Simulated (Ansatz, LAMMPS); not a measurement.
## Electronic structure of amorphous 43Bi2O3-57BaO (mol %) (99 atoms)

Aim: energy, forces, charges and density of states of amorphous 43Bi2O3-57BaO (mol %) (99 atoms) at a fixed geometry.

Program: Ansatz 0.2.0. Level of theory: Kohn-Sham DFT, LDA, PAW (set soft_2), plane waves. Results are calculated unless marked as measured.

## Step 1: Set-up

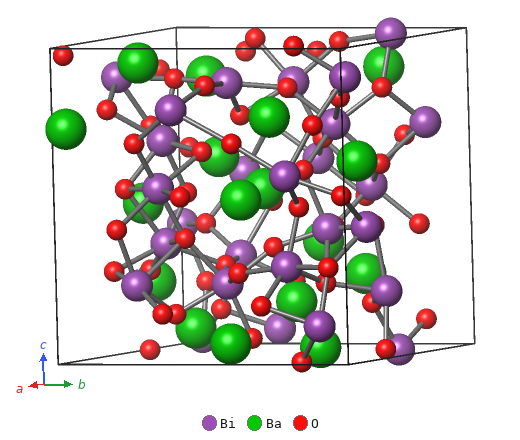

Start, viewed slightly off an axis; bismuth purple, barium green, oxygen red. Some periodic images of atoms are drawn too.

The cell holds 99 atoms: 26 Bi, 17 Ba and 56 O. Cell: a = 11.971 Å, b = 11.971 Å, c = 11.971 Å, α = 90.0°, β = 90.0°, γ = 90.0°. 99 atoms (26 Gd, 17 Ba, 56 O) placed at random at 7.52 g/cm³, melted at 5000 K for 10 ps at fixed volume with the Morse and Coulomb pair potential with partial charges (Pedone, Malavasi, Menziani, Cormack and Segre, J. Phys. Chem. B 110, 11780 (2006)). Quenched from 5000 K to 300 K at 50 K/ps and fixed volume, held 5 ps, then minimised at fixed cell. Then Gd was replaced by Bi and the cell scaled by 1.02 (the potential has no terms for the new elements, so the cell is a start for a DFT relaxation).

Before any run, some limits are plain. The quench rate of 50 K/ps is many orders above laboratory rates, so the cell is likely richer in defects and strain than a real sample. The starting topology of bonds comes from the classical model, and needn't be the one that DFT or experiment would give. Only the Γ point is sampled, in a cell whose shortest periodic width is 12 Å. No spin–orbit coupling is included, so levels derived from the heavy atoms are approximate.

## Step 2: The classical run that made the cell

A classical potential makes the cell, at a small fraction of what the same run would cost in DFT.

This step: classical MD, Morse and Coulomb pair potential with partial charges (Pedone, Malavasi, Menziani, Cormack and Segre, J. Phys. Chem. B 110, 11780 (2006)) (LAMMPS 22 Jul 2025 - Update 4).

in.lmp reads:

```
# melt-quench of Gd26Ba17O56
units metal
atom_style charge
boundary p p p
region box block 0 11.7363 0 11.7363 0 11.7363
create_box 3 box
mass 1 157.2500   # Gd
mass 2 137.3270   # Ba
mass 3 15.9990   # O
create_atoms 1 random 26 644952 NULL overlap 1.5 maxtry 2000
create_atoms 2 random 17 644959 NULL overlap 1.5 maxtry 2000
create_atoms 3 random 56 644966 NULL overlap 1.5 maxtry 2000
pair_style hybrid/overlay pedone 5.5 coul/long 8.0
pair_coeff * * coul/long
pair_coeff 1 3 pedone 0.000132 2.013000 4.351589 3   # Gd-O
pair_coeff 2 3 pedone 0.065011 1.547596 3.393410 5   # Ba-O
pair_coeff 3 3 pedone 0.042395 1.379316 3.618701 22   # O-O
set type 1 charge 1.8
set type 2 charge 1.2
set type 3 charge -1.2
kspace_style pppm 1.0e-4
neigh_modify delay 0 every 1 check yes
thermo_style custom step time temp pe press density
thermo_modify norm yes
timestep 0.002
thermo 100
min_style cg
minimize 1e-4 1e-4 200 2000
reset_timestep 0
velocity all create 5000 644953 mom yes dist gaussian
fix lim all nve/limit 0.05
fix lan all langevin 5000 5000 0.2 644954 zero yes
thermo 500
run 1000 post no
# [... 10 lines left out ...]
thermo 1250
fix md all nvt temp 300 300 0.2
run 2500 post no
unfix md
thermo 100
min_style cg
minimize 0 1e-3 2000 20000
write_dump all custom glass.dump id type xs ys zs modify sort id
```

Command:

```console
> lmp -in in.lmp -log none -nocite
```

Output:

```text
LAMMPS (22 Jul 2025 - Update 4)
Created orthogonal box = (0 0 0) to (11.7363 11.7363 11.7363)
Created 26 atoms
Created 17 atoms
Created 56 atoms
PPPM initialization ...
  G vector (1/distance) = 0.37558452
  grid = 12 12 12
  estimated relative force accuracy = 5.6793467e-05
   Step          Time           Temp          PotEng         Press         Density
         0   0              0              3.0486225      996667.37      7.5180875
       100   0.2            0             -8.6867371      54906.969      7.5180875
       103   0.206          0             -8.6892255      54056.977      7.5180875
[... 39 lines left out ...]
     55000   110            261.88963     -8.7551294      40652.369      7.5180875
     55500   111            285.90571     -8.7567938      47463.419      7.5180875
Loop time of 0.83608 s on 1 MPI rank(s) for 2500 steps with 99 atoms
   Step          Time           Temp          PotEng         Press         Density
     55500   111            285.90571     -8.7567938      47463.419      7.5180875
     55519   111.038        285.90571     -8.7916682      38757.389      7.5180875
Loop time of 0.0268268 s on 1 MPI rank(s) for 19 steps with 99 atoms
Minimization stats:
  Stopping criterion = linesearch alpha is zero
  Energy initial, next-to-last, final =
     -8.75679375436539  -8.79166820937494  -8.79166820937494
  Force two-norm initial, final = 8.4566463 0.11930075
  Iterations, force evaluations = 19 65
```

Elapsed: 21 s, on 1 thread of Intel Xeon Platinum 8488C (Sapphire Rapids), shared host; peak memory 0.078 GiB.

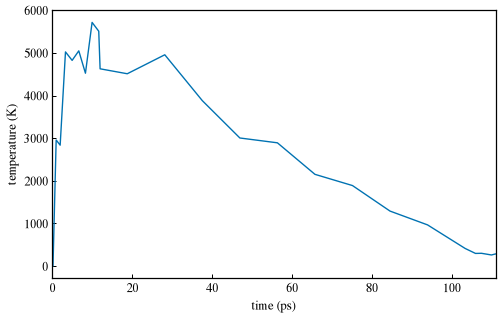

Temperature against time.

## Step 3: Plane-wave single point

The electrons are solved once, with the atoms held.

input.yaml reads:

```yaml
crystal:
  lattice:
    - [11.97103, 0.0, 0.0]
    - [0.0, 11.97103, 0.0]
    - [0.0, 0.0, 11.97103]
  atoms:
    - { symbol: Bi, position: [0.46083, 0.73794, 0.72591] }
    - { symbol: Bi, position: [0.96567, 0.78308, 0.59345] }
    - { symbol: Bi, position: [0.08737, 0.10188, 0.02615] }
    - { symbol: Bi, position: [0.78594, 0.98138, 0.42181] }
    - { symbol: Bi, position: [0.86637, 0.22066, 0.24062] }
    - { symbol: Bi, position: [0.31638, 0.53726, 0.84848] }
    - { symbol: Bi, position: [0.97655, 0.40032, 0.80295] }
    - { symbol: Bi, position: [0.26893, 0.96737, 0.71902] }
    - { symbol: Bi, position: [0.11707, 0.52947, 0.59441] }
    - { symbol: Bi, position: [0.59321, 0.20191, 0.68063] }
    - { symbol: Bi, position: [0.07572, 0.25694, 0.54885] }
    - { symbol: Bi, position: [0.27311, 0.32237, 0.29636] }
    - { symbol: Bi, position: [0.81483, 0.27938, 0.54413] }
    - { symbol: Bi, position: [0.52532, 0.02155, 0.87764] }
    - { symbol: Bi, position: [0.24196, 0.76536, 0.51828] }
    - { symbol: Bi, position: [0.83629, 0.72504, 0.2987] }
    - { symbol: Bi, position: [0.59436, 0.20609, 0.35552] }
    - { symbol: Bi, position: [0.59049, 0.42692, 0.8638] }
    - { symbol: Bi, position: [0.58569, 0.95666, 0.20513] }
    - { symbol: Bi, position: [0.65624, 0.44136, 0.23327] }
    - { symbol: Bi, position: [0.54019, 0.74013, 0.39894] }
    - { symbol: Bi, position: [0.77277, 0.91489, 0.89483] }
    - { symbol: Bi, position: [0.1367, 0.3908, 0.05717] }
    - { symbol: Bi, position: [0.30611, 0.87293, 0.00158] }
    - { symbol: Bi, position: [0.05212, 0.02853, 0.38216] }
    - { symbol: Bi, position: [0.95047, 0.88249, 0.11794] }
    - { symbol: Ba, position: [0.31785, 0.27429, 0.61287] }
    - { symbol: Ba, position: [0.47708, 0.24955, 0.08037] }
    - { symbol: Ba, position: [0.59272, 0.728, 0.02709] }
    - { symbol: Ba, position: [0.98354, 0.04073, 0.74366] }
    - { symbol: Ba, position: [0.75028, 0.64029, 0.7665] }
    - { symbol: Ba, position: [0.86879, 0.53954, 0.05659] }
    - { symbol: Ba, position: [0.28628, 0.22469, 0.86544] }
    - { symbol: Ba, position: [0.27472, 0.02726, 0.21563] }
    - { symbol: Ba, position: [0.20034, 0.71907, 0.23507] }
    - { symbol: Ba, position: [0.45059, 0.48388, 0.52004] }
    - { symbol: Ba, position: [0.75147, 0.53512, 0.50414] }
    - { symbol: Ba, position: [0.79851, 0.21381, 0.94083] }
    - { symbol: Ba, position: [0.06189, 0.73904, 0.88125] }
    - { symbol: Ba, position: [0.38615, 0.03999, 0.46972] }
    - { symbol: Ba, position: [0.02145, 0.49837, 0.32577] }
    - { symbol: Ba, position: [0.40892, 0.5695, 0.16066] }
    - { symbol: Ba, position: [0.667, 0.9022, 0.62217] }
    - { symbol: O, position: [0.28374, 0.61926, 0.66961] }
    - { symbol: O, position: [0.28245, 0.68435, 0.97499] }
    - { symbol: O, position: [0.3859, 0.87204, 0.83688] }
    - { symbol: O, position: [0.61802, 0.82659, 0.82057] }
    - { symbol: O, position: [0.73125, 0.33083, 0.38089] }
    - { symbol: O, position: [0.47357, 0.09773, 0.26503] }
    - { symbol: O, position: [0.17457, 0.01516, 0.87812] }
    - { symbol: O, position: [0.94301, 0.96541, 0.53025] }
    - { symbol: O, position: [0.67745, 0.3733, 0.65182] }
    - { symbol: O, position: [0.14568, 0.38002, 0.70819] }
    - { symbol: O, position: [0.20952, 0.47967, 0.21152] }
    - { symbol: O, position: [0.56744, 0.23732, 0.87595] }
    - { symbol: O, position: [0.17533, 0.11158, 0.63267] }
    - { symbol: O, position: [0.94453, 0.18963, 0.42188] }
    - { symbol: O, position: [0.49773, 0.23933, 0.51088] }
    - { symbol: O, position: [0.38702, 0.85896, 0.59541] }
    - { symbol: O, position: [0.95961, 0.41738, 0.52671] }
    - { symbol: O, position: [0.58866, 0.92205, 0.41376] }
    - { symbol: O, position: [0.43114, 0.09185, 0.71731] }
    - { symbol: O, position: [0.90827, 0.89911, 0.30059] }
    - { symbol: O, position: [0.32318, 0.41268, 0.98731] }
    - { symbol: O, position: [0.92348, 0.24788, 0.69331] }
    - { symbol: O, position: [0.79429, 0.4395, 0.86844] }
    - { symbol: O, position: [0.80481, 0.75784, 0.48508] }
    - { symbol: O, position: [0.42433, 0.39904, 0.75125] }
    - { symbol: O, position: [0.71073, 0.28448, 0.14004] }
    - { symbol: O, position: [0.70822, 0.11901, 0.53562] }
    - { symbol: O, position: [0.96975, 0.6033, 0.69634] }
    - { symbol: O, position: [0.38842, 0.05096, 0.00599] }
    - { symbol: O, position: [0.2028, 0.17333, 0.39372] }
    - { symbol: O, position: [0.70005, 0.05997, 0.78583] }
    - { symbol: O, position: [0.72795, 0.08245, 0.27618] }
    - { symbol: O, position: [0.64111, 0.97345, 0.02497] }
    - { symbol: O, position: [0.46365, 0.35254, 0.27931] }
    - { symbol: O, position: [0.57817, 0.67771, 0.58781] }
    [... 15 atom lines left out ...]
    - { symbol: O, position: [0.2117, 0.40915, 0.46667] }
    - { symbol: O, position: [0.66992, 0.78588, 0.2365] }
    - { symbol: O, position: [0.07952, 0.67308, 0.47334] }
    - { symbol: O, position: [0.86921, 0.8403, 0.74838] }
    - { symbol: O, position: [0.41837, 0.83365, 0.15787] }
    - { symbol: O, position: [0.51007, 0.60049, 0.84382] }
kpoints:
  mp_grid: { grid: [1, 1, 1] }
hamiltonian:
  xc: lda
scf:
  occupations: { method: fermi_dirac, width: 0.05 }
output:
  forces: true
  stress: true
  populations: intrinsic
  dos:
    method: { smearing: { sigma: 0.15 } }
    de: 0.1
    projected: { site_lists: { Ba: [Ba], Bi: [Bi], O: [O] } }
  eigenvalues: true
  write_density: true
  write_potential: true
  volumetric_format: npy
```

Command:

```console
> ansatz run input.yaml --threads 8 --pin off --max-ram 15872MiB --backend cpu --events-out ev --progress --plain --runs-dir out
```

Output:

```text
Engine: ansatz 0.2.0, x86_64-unknown-linux-gnu
Pseudopotentials: kind: paw
Pseudopotential: Bi, paw, valence charge 15, recommended cutoff 420 eV (normal), Bi.paw.azcp
Pseudopotential: Ba, paw, valence charge 10, recommended cutoff 420 eV (normal), Ba.paw.azcp
Pseudopotential: O, paw, valence charge 6, recommended cutoff 420 eV (normal), O.paw.azcp
[... 3 lines on functional and potentials left out ...]
Crystal: 99 atoms, lattice volume = 1715.515 Å³
Basis set: ecut = 420 eV, 33401 PW (Γ)
Bands: 547, of which v1, the nominal top of the filled ones, is band 448 counted from 1 (447 counted from 0)
Symmetry: 1 space group operations
Space group: P1 (ITA 1), of the structure as read, at distance tolerance 1.2e-4 Å
k-points: 1
[... 10 lines on functional and potentials left out ...]
Initial density: superposition of atomic densities (neutral atoms: chi_scale 0, normalization atom), corrected by the library's trained network
Initial wavefunctions: pseudopotential atomic-orbital guess
Functional: x = slater, c = lda
SCF iter   1: F=—  HF=-443594.219672 eV  |F-HF|=—  |Δ(HF+E_count)|=         —  Δρ=1.54e-2  dr2=4.01e0  ethr=1.77e-3  ⟨swp⟩=7.0  Hψ=2370  notcnv=0  defer=61
preconditioner: auto → Resta (q_TF=auto, 2.448 Å⁻¹)  ε∞=3.8  [insulator: Δε(μ)=1.158 eV  Ē_g=15.866 eV  σ=0.050 eV  W_gap=1.00  n_scr=436 (ndim 8)  ℏωp=26.3 eV  f_vac=0.020  D(μ)=0.00/eV (n_scr^D=0)  ε∞_Penn≈3.8]
SCF iter   2: F=—  HF=-443593.429023 eV  |F-HF|=—  |Δ(HF+E_count)|=   7.91e-1  Δρ=6.89e-3  dr2=5.12e-1  ethr=4.48e-4  ⟨swp⟩=2.0  Hψ=932  notcnv=0  defer=77
SCF iter   3: F=—  HF=-443593.314766 eV  |F-HF|=—  |Δ(HF+E_count)|=   1.14e-1  Δρ=2.01e-3  dr2=5.19e-2  ethr=5.71e-5  ⟨swp⟩=2.0  Hψ=784  notcnv=0  defer=77
SCF iter   4: F=—  HF=-443593.307413 eV  |F-HF|=—  |Δ(HF+E_count)|=   7.35e-3  Δρ=1.43e-3  dr2=3.50e-2  ethr=5.79e-6  ⟨swp⟩=2.0  Hψ=770  notcnv=0  defer=77
SCF iter   5: F=—  HF=-443593.301662 eV  |F-HF|=—  |Δ(HF+E_count)|=   5.75e-3  Δρ=2.58e-4  dr2=1.13e-3  ethr=3.90e-6  ⟨swp⟩=2.0  Hψ=719  notcnv=0  defer=77
SCF iter   6: F=—  HF=-443593.301556 eV  |F-HF|=—  |Δ(HF+E_count)|=   1.06e-4  Δρ=1.39e-4  dr2=3.96e-4  ethr=1.27e-7  ⟨swp⟩=2.0  Hψ=768  notcnv=0  defer=77
SCF iter   7: F=—  HF=-443593.301525 eV  |F-HF|=—  |Δ(HF+E_count)|=   3.08e-5  Δρ=8.17e-5  dr2=1.24e-4  ethr=4.43e-8  ⟨swp⟩=2.0  Hψ=771  notcnv=0  defer=77
SCF iter   8: F=—  HF=-443593.301547 eV  |F-HF|=—  |Δ(HF+E_count)|=   2.18e-5  Δρ=2.44e-5  dr2=1.26e-5  ethr=1.38e-8  ⟨swp⟩=2.0  Hψ=729  notcnv=0  defer=77
SCF iter   9: F=—  HF=-443593.305732 eV  |F-HF|=—  |Δ(HF+E_count)|=   4.19e-3  Δρ=2.22e-5  dr2=8.91e-6  ethr=1.41e-9  ⟨swp⟩=2.0  Hψ=842  notcnv=0  defer=77
SCF iter  10: F=—  HF=-443593.305731 eV  |F-HF|=—  |Δ(HF+E_count)|=   1.29e-6  Δρ=4.74e-6  dr2=4.28e-7  ethr=9.94e-10  ⟨swp⟩=2.0  Hψ=725  notcnv=0  defer=77
SCF iter  11: F=—  HF=-443593.305731 eV  |F-HF|=—  |Δ(HF+E_count)|=   3.86e-8  Δρ=2.51e-6  dr2=1.15e-7  ethr=1.12e-11  ⟨swp⟩=17.0  Hψ=5011  notcnv=0
SCF iter  12: F=-443593.305731 eV  HF=-443593.305731 eV  |F-HF|=4.13e-8  |Δ(HF+E_count)|=   6.05e-9  Δρ=1.76e-6  dr2=5.53e-8  ethr=1.12e-11  ⟨swp⟩=8.0  Hψ=3406  notcnv=0
SCF 1 converged in 12 iterations: F = -443593.305731 eV  dr2 = 5.53e-8
  greatest PAW one-centre occupation: 0.993 electrons in one spin orbital (limit 2), on the Bi atom at site 15 (counted from 0), in its partial waves of l = 2
SCF converged after 12 iterations
Free energy (F): -443593.305731 eV
Harris-Foulkes:  -443593.305731 eV  (|F-HF|=4.13e-8)
Internal energy: -443593.305718 eV  (E = F + TS)
E sigma→0 (E₀):  -443593.305724 eV
Entropy (-TS):   -0.000013 eV (-0.000 meV/atom)
Fermi energy:    10.992387 eV
--- Per-component energies (eV) ---
  E_band       = -2170.352539
  E_kinetic    = 20476.937217
  E_local      = -64663.170103  (includes V_loc(G=0)·N_el)
  E_nonlocal   = 18589.241932
  E_hartree    = 22502.980423
  E_xc         = -10883.504858
  E_vxc        = -11380.649015  (∫ρ·V_xc dr)
  E_paw        = -363355.080420  (= ΣΔE_a)
  E_vpaw       = -10198.794613  (= ΣTr[D̂ρ^β])
  E_aug_tail   = 0.123188  (compensation charges beyond the density's cutoff)
  E_ewald      = -66270.936460
  E_core_change = 10.103363  (= ΣΔE_core)
  E_smearing   = -0.000013  (= −TS)
  E_closure    = 0.000000  (closes the sum)
  Σ components = -443593.305731   (vs F -443593.305731, Δ=0.00e0)
--- Forces (eV/Å), atoms counted from 1 ---
  atom   1  Bi    -0.53697660    -0.06901966    -0.34709670
  atom   2  Bi    -0.00408192     0.06594630    -0.42161871
  atom   3  Bi    -0.38992096     0.10568530    -0.10588827
  atom   4  Bi    -0.30887268     0.33075165    -1.43119436
  atom   5  Bi     0.23318457     0.37888596    -0.26301090
  atom   6  Bi     0.28680105    -0.27174262    -0.06220888
  atom   7  Bi     0.89142848     0.41790734    -0.26448362
  atom   8  Bi    -0.63685782    -0.05426466     0.20258536
  atom   9  Bi    -0.03150138     0.20131786     0.51918634
  atom  10  Bi     0.10116057     0.03593752    -0.17659909
  atom  11  Bi    -0.46468858     0.32044516    -0.39164336
  atom  12  Bi    -0.13017816    -0.33943949     0.59892605
  atom  13  Bi    -0.10888940    -0.51756198     0.45316692
  atom  14  Bi    -0.52724187    -0.11835712     0.37379016
[...]
atom  98  O     -0.02046491    -0.29466455    -0.32229829
  atom  99  O     -0.10744255    -0.19581371     0.75970222
  max |Σ_I F_I| component: 2.04e-4 eV/Å
--- Stress (GPa, compression-positive) ---
       -1.953196       0.532565      -1.644550
        0.532565      -0.625968      -0.997682
       -1.644550      -0.997682      -0.137877
  P = ⅓ Tr σ = -0.9057 GPa (-9.057 kbar)
--- Band table (eV) ---
  k-point 0: bands = ["-17.3136", "-17.2719", "-17.0730", "-17.0010", [... 531 levels ...], "15.4890", "15.5252", "15.5526", "15.5703", "15.6041", "15.6418", "15.6917", "15.6993", "15.7090", "15.7499", "15.8222", "15.8305"]
--- intrinsic populations: 99 sites ---
  site symbol       q [e]
     0     Bi     13.7675
     1     Bi     13.7657
     2     Bi     13.8247
[...]
98      O      7.0135
  spilling = 0.000000 (of n_electrons = 896.000000)
```

Wall time 15 s (8 threads of Intel Xeon Platinum 8488C (Sapphire Rapids), shared host); peak memory 2.6 GiB.

The column dr2 measures how far the density is from self-consistency, as an energy; F and HF (Harris–Foulkes) agree once it is small.

The run gave:

```
free energy                                      : -443593.3057 eV
free energy per atom                             : -4480.7405 eV/atom
SCF cycles                                       : 12
pressure                                         : -0.9057 GPa
r.m.s. force component                           : 0.4605 eV/Å
longest force                                    : 1.56 eV/Å
Fermi energy                                     : 10.99 eV
gap (highest filled to lowest empty level) : 1.23 eV
```

Neighbours are counted within 2.85 Å (O-Bi), 3.68 Å (O-Ba).

Length of the force by element and coordination:

```tsv
element	coordination	atoms	mean length of the force (eV/Å)	spread	least	most
Ba	all	17	0.713	0.239	0.227	1.15
Ba	7	4	0.408	0.115	0.227	0.530
Ba	8	9	0.819	0.213	0.425	1.15
Ba	9	3	0.800	0.069	0.719	0.887
Ba	10	1	0.713	0	0.713	0.713
Bi	all	26	0.614	0.295	0.173	1.50
Bi	5	4	0.682	0.299	0.4	1.16
Bi	6	20	0.594	0.306	0.173	1.50
Bi	7	2	0.672	0.015	0.657	0.687
O	all	56	0.801	0.310	0.107	1.56
O	4	8	0.769	0.259	0.401	1.16
O	5	29	0.863	0.342	0.107	1.56
O	6	19	0.721	0.251	0.315	1.33
```

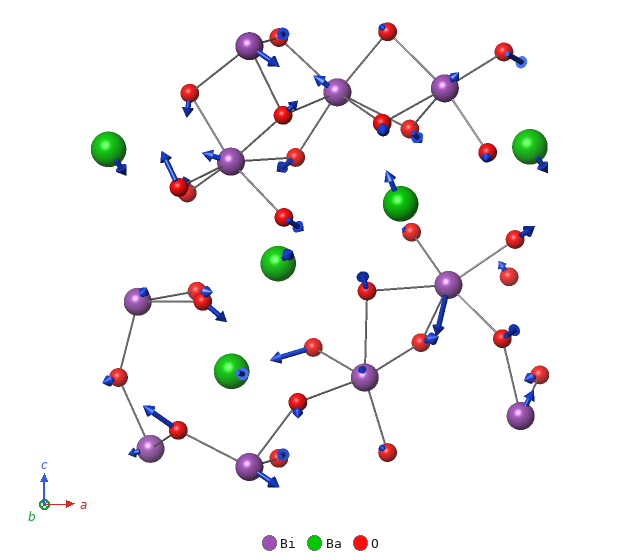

Forces as arrows; the longest in the cell is 1.56 eV/Å. Drawn is a slice 4 Å thick, seen along the normal of the ac plane. Bonds to atoms that aren't drawn are left out.

Intrinsic-atomic-orbital charges by element and coordination:

```tsv
element	coordination	atoms	mean charge (e)	spread	least	most
Ba	all	17	1.75	0.0192	1.71	1.79
Ba	7	4	1.74	0.0243	1.71	1.78
Ba	8	9	1.75	0.0122	1.73	1.77
Ba	9	3	1.76	0.0259	1.73	1.79
Ba	10	1	1.76	0	1.76	1.76
Bi	all	26	1.22	0.0371	1.13	1.26
Bi	5	4	1.20	0.0351	1.15	1.24
Bi	6	20	1.22	0.0364	1.13	1.26
Bi	7	2	1.19	0.0304	1.16	1.22
O	all	56	-1.09	0.0994	-1.25	-0.870
O	4	8	-0.985	0.118	-1.13	-0.870
O	5	29	-1.10	0.0932	-1.25	-0.903
O	6	19	-1.14	0.0565	-1.22	-1.03
```

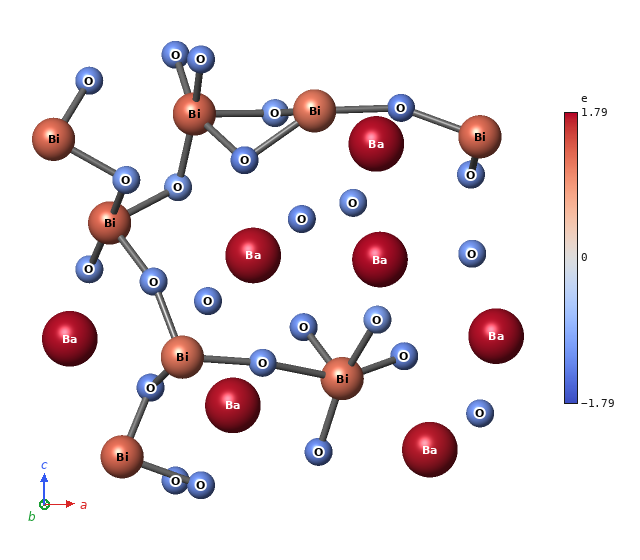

Atoms coloured by intrinsic-atomic-orbital charge. Drawn is a slice 5 Å thick, seen along the normal of the ac plane.

States in the cell by windows of 1 eV, zero at the Fermi level; the larger projections on atomic orbitals stand beside the total:

```tsv
from (eV)	to (eV)	total	O p	Bi p	Bi s	O s	Ba p
-18	-17	67.5	0.2	5.8	1.3	56.3	1.4
-17	-16	8.2	0.0	0.3	0.1	7.3	0.2
-16	-15	0.0	0.0	0.0	0.0	0.0	0.0
-15	-14	4.5	0.1	0.0	0.0	0.2	4.1
-14	-13	34.9	1.1	0.3	0.7	1.0	31.6
-13	-12	60.5	1.9	0.5	1.3	1.6	54.9
-12	-11	17.8	3.0	0.2	9.8	1.1	3.5
-11	-10	30.4	5.1	0.4	19.9	3.4	1.3
-10	-9	6.0	0.8	0.1	3.7	1.2	0.1
-9	-8	0.1	0.0	0.0	0.0	0.0	0.0
-8	-7	0.0	0.0	0.0	0.0	0.0	0.0
-7	-6	12.9	7.9	4.3	0.1	0.2	0.1
-6	-5	47.2	31.0	13.3	0.4	0.9	0.5
-5	-4	57.0	42.3	10.6	0.4	1.0	0.6
-4	-3	90.1	79.1	4.5	0.4	0.6	1.0
-3	-2	85.6	79.0	1.3	1.1	0.3	0.9
-2	-1	34.6	26.3	1.4	5.0	0.4	0.1
-1	0	8.6	6.1	0.4	1.6	0.1	0.0
0	1	9.0	1.7	5.1	0.1	0.6	0.1
1	2	33.0	6.3	16.2	0.4	1.9	0.2
2	3	47.1	7.7	18.2	0.5	1.8	0.2
3	4	57.4	8.6	18.8	0.4	1.3	0.2
```

Between -26 and -18 eV lie 296 more states.

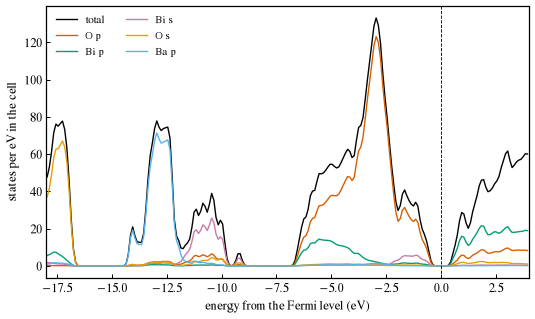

Total and projected density of states, with the broadening of the input.

[end of part 1 of 2]

[Logs are printed without paths, hosts, clocks, repeated set-up lines and the standing remarks that a program may print on its own settings, such as how far it seeks lower states.]

[Hosts, paths, dates, database ids (printed as entryN), source tags and the programs' standing remarks are cut or masked in the printed files.]
